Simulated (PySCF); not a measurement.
# ClGeH5OSi: geometry, electronic excitations

Aim: predict the electronic excitations of ClGeH5OSi (`Cl[SiH2][O][GeH3]`).

Computed with PySCF 2.14.0, with density-fitted response routines of our own, on a single molecule in the gas phase. Atoms count from 0, in the outputs and in this text.

## (1) The starting structure

9 atoms, charge 0, multiplicity 1; geometry from: GFN2-xTB. The atoms were then displaced at random by about 0.01 Å, so the start is not that level's minimum.

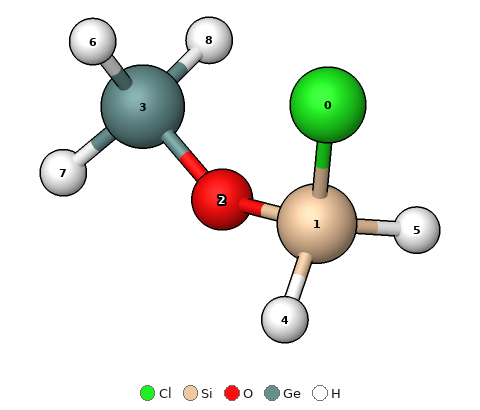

As it starts; chlorine green, silicon light orange, oxygen red, germanium teal, hydrogen white, atoms numbered.

## (2) Optimising the geometry at PBE0-D3(BJ)/def2-SVP

The job: settings as JSON, then the geometry in Å.

```
{"job": {"xc": "PBE0", "basis": "def2-SVP", "d3": "d3bj", "grid": 1, "shake": 0.01, "kind": "geom"}, "charge": 0, "multiplicity": 1}
Cl     1.519960     2.023380    -0.360260
Si     1.587500     0.067220    -0.046170
O      0.088240    -0.505830     0.230860
Ge    -1.576570    -0.243270     0.072600
H      2.330820    -0.198800     1.169580
H      2.097070    -0.570300    -1.249110
H     -1.892780     1.129930     0.585470
H     -2.163700    -1.327020     0.924100
H     -1.932720    -0.392470    -1.360800
```

Launch:

```console
$ OMP_NUM_THREADS=1 python probes_run.py task.json out
```

One launch serves the whole session: the jobs run in the order shown.

Standard output:

```text
step   0  E = -2903.84214489  max force = 0.044874
step   1  E = -2903.85296950  max force = 0.019463
step   2  E = -2903.85386898  max force = 0.006639
step   3  E = -2903.85405655  max force = 0.002302
step   4  E = -2903.85412839  max force = 0.002632
step   5  E = -2903.85425290  max force = 0.003440
step   6  E = -2903.85429525  max force = 0.001724
step   7  E = -2903.85433018  max force = 0.000815
step   8  E = -2903.85434758  max force = 0.001143
step   9  E = -2903.85438726  max force = 0.002025
step  10  E = -2903.85440446  max force = 0.001568
step  11  E = -2903.85441660  max force = 0.000501
step  12  E = -2903.85441770  max force = 0.000241
optimisation converged
```

Wall time 50 s (1 thread of Arm Neoverse V2, shared host); peak memory 0.43 GiB.

Along the way:

| step | energy from step 0 (eV) | largest force component (eV/Å) |
| --- | --- | --- |
| 0 | 0.0000 | 2.3075 |
| 1 | -0.2946 | 1.0008 |
| 2 | -0.3190 | 0.3414 |
| 3 | -0.3241 | 0.1184 |
| 4 | -0.3261 | 0.1353 |
| 5 | -0.3295 | 0.1769 |
| 6 | -0.3306 | 0.0887 |
| 7 | -0.3316 | 0.0419 |
| 8 | -0.3321 | 0.0588 |
| 9 | -0.3331 | 0.1041 |
| 10 | -0.3336 | 0.0806 |
| 11 | -0.3339 | 0.0258 |
| 12 | -0.3340 | 0.0124 |

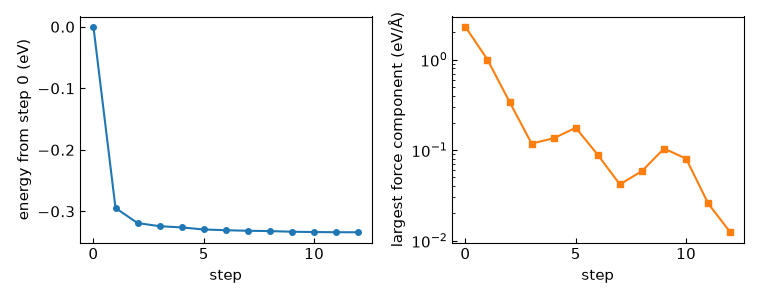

Energy and force, step by step.

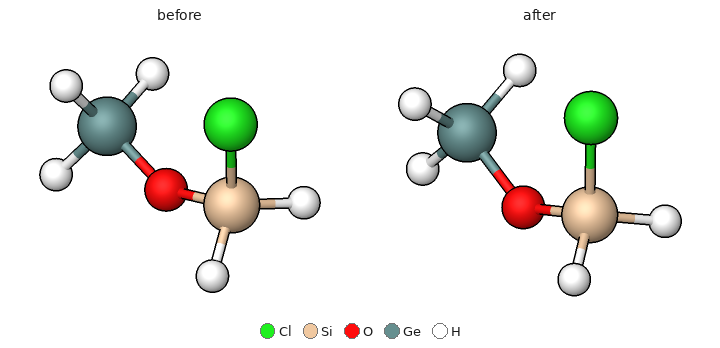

The geometry before (left) and after (right).

Close pairs (by a distance rule), those that changed most:

| bond | before (Å) | after (Å) | change (Å) |
| --- | --- | --- | --- |
| Cl0–Si1 | 1.982 | 2.080 | +0.098 |
| O2–Ge3 | 1.693 | 1.789 | +0.096 |
| Ge3–H8 | 1.484 | 1.538 | +0.053 |
| Ge3–H6 | 1.500 | 1.536 | +0.036 |
| Si1–H4 | 1.450 | 1.485 | +0.036 |
| Ge3–H7 | 1.498 | 1.534 | +0.036 |
| Si1–H5 | 1.454 | 1.487 | +0.033 |
| Si1–O2 | 1.629 | 1.638 | +0.009 |

The next job starts from the end point, and lists it.

| at the end point | value |
| --- | --- |
| point group (found at 0.08 Å tolerance) | C1 |
| rotational constants (GHz, main isotopes) | 5.348, 1.239, 1.033 |
| dipole moment (D) | 1.31 |

## (3) Ultraviolet spectrum: PBE0/def2-TZVPD

The job: settings as JSON, then the geometry in Å.

```
{"job": {"kind": "uv", "xc": "PBE0", "basis": "def2-TZVPD"}, "charge": 0, "multiplicity": 1}
Cl     1.287882     1.993030    -0.581339
Si     1.584025     0.020862     0.009175
O      0.135685    -0.654027     0.369768
Ge    -1.581193    -0.247300     0.072284
H      2.455008     0.032964     1.212157
H      2.238149    -0.681734    -1.126430
H     -1.916845     1.030151     0.856043
H     -2.363647    -1.458688     0.594256
H     -1.779862    -0.050591    -1.439586
```

Level: TDDFT PBE0/def2-TZVPD, vertical, gas phase, core orbitals frozen in the response.

Standard output:

```text
coarse grid: 37688 points
cycle   1  E = -2904.3304912289  dE = -3.789e-01  |g| = 1.021e+00  |ddm| = 2.447e+00
cycle   2  E = -2903.9907357384  dE =  3.398e-01  |g| = 1.701e+00  |ddm| = 1.474e+00
cycle   3  E = -2904.4614604199  dE = -4.707e-01  |g| = 2.542e-01  |ddm| = 9.975e-01
cycle   4  E = -2904.4723812286  dE = -1.092e-02  |g| = 4.807e-02  |ddm| = 1.851e-01
cycle   5  E = -2904.4726104624  dE = -2.292e-04  |g| = 7.162e-03  |ddm| = 3.298e-02
cycle   6  E = -2904.4726210755  dE = -1.061e-05  |g| = 2.000e-03  |ddm| = 6.907e-03
cycle   7  E = -2904.4726218958  dE = -8.204e-07  |g| = 4.173e-04  |ddm| = 1.681e-03
final grid: 74784 points
cycle   8  E = -2904.4726246634  dE = -4.037e-08  |g| = 4.076e-04  |ddm| = 3.060e-03
cycle   9  E = -2904.4726246556  dE =  7.803e-09  |g| = 4.414e-04  |ddm| = 7.060e-04
cycle  10  E = -2904.4726247039  dE = -4.828e-08  |g| = 4.413e-05  |ddm| = 3.456e-04
cycle  11  E = -2904.4726247042  dE = -3.429e-10  |g| = 1.162e-05  |ddm| = 3.357e-05
converged SCF energy = -2904.4726247042

Static polarisability (au): isotropic 73.104, principal 65.482 73.801 80.029

Singlet excitations
state   eV       nm        f      main configurations
  1   6.7575    183.5   0.00131   H->L 0.93
  2   7.3044    169.7   0.00160   H->L+1 0.79, H->L+2 0.14
  3   7.3477    168.7   0.01433   H-1->L 0.83, H-3->L 0.13
  4   7.5604    164.0   0.01004   H-2->L 0.81
  5   7.7733    159.5   0.07632   H->L+2 0.71, H->L+1 0.13
  6   7.8816    157.3   0.01076   H-3->L 0.56, H-1->L+1 0.22, H-1->L 0.09
  7   7.9861    155.2   0.04772   H-1->L+1 0.65, H-3->L 0.20
  8   8.0443    154.1   0.03184   H-2->L+1 0.58, H->L+3 0.30
  9   8.0917    153.2   0.00195   H->L+3 0.39, H-2->L+1 0.20, H->L+4 0.10
 10   8.2455    150.4   0.02949   H-3->L+1 0.63, H-1->L+2 0.23

Triplet excitations (Tamm-Dancoff, eV): 6.4298 6.9670 6.9935 7.2154
```

Run time: 27 s. Hardware: 1 thread of Arm Neoverse V2, shared host; peak memory 0.83 GiB.

The orbitals next to the gap, with their largest atomic shares:

| orbital | eV | atoms |
| --- | --- | --- |
| HOMO−3 | -9.48 | Cl0 44 %, Ge3 17 %, H7 10 % |
| HOMO−2 | -9.27 | Cl0 50 %, O2 18 %, Ge3 10 % |
| HOMO−1 | -9.14 | Cl0 42 %, O2 32 %, Ge3 9 % |
| HOMO | -8.56 | O2 23 %, Si1 21 %, Cl0 20 % |
| LUMO | -0.46 | Ge3 29 %, Si1 18 %, O2 13 % |
| LUMO+1 | -0.05 | Ge3 26 %, Si1 23 %, Cl0 14 % |
| LUMO+2 | 0.38 | Si1 26 %, Cl0 23 %, O2 13 % |

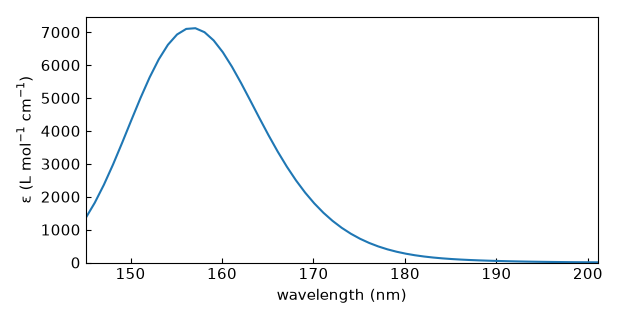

Absorption spectrum: each of the 10 states is a Gaussian band of 0.4 eV half-width at 1/e. Beyond the last state computed it falls off for lack of states.

Further results of this job:

| property | computed |
| --- | --- |
| dipole moment (D) | 1.37 |
| polarisability (Å³) | 10.83 |
| HOMO–LUMO gap (eV) | 8.10 |
| −ε(HOMO) (eV) | 8.56 |

## (4) Summary of results

```
                                quantity                        value
                             point group                           C1
    rotational constants (main isotopes)         5.35, 1.24, 1.03 GHz
        lowest singlet (PBE0/def2-TZVPD)  6.76 eV (183 nm), f = 0.001
brightest single state of those computed  state 5, 7.77 eV, f = 0.076
                          lowest triplet                      6.43 eV
```

Over 12 steps the energy fell by 0.334 eV; of the close pairs, Cl0–Si1 changed most, 1.982 to 2.080 Å. No frequency check was run at this level, so the end point may be a saddle. The first singlet state (HOMO→LUMO 0.93) lies at 6.76 eV and is weak; of the 10 states computed, the strongest absorption comes from state 5 at 7.77 eV. The lowest triplet lies 0.33 eV below the lowest singlet (triplets in Tamm-Dancoff, singlets in full TDDFT).
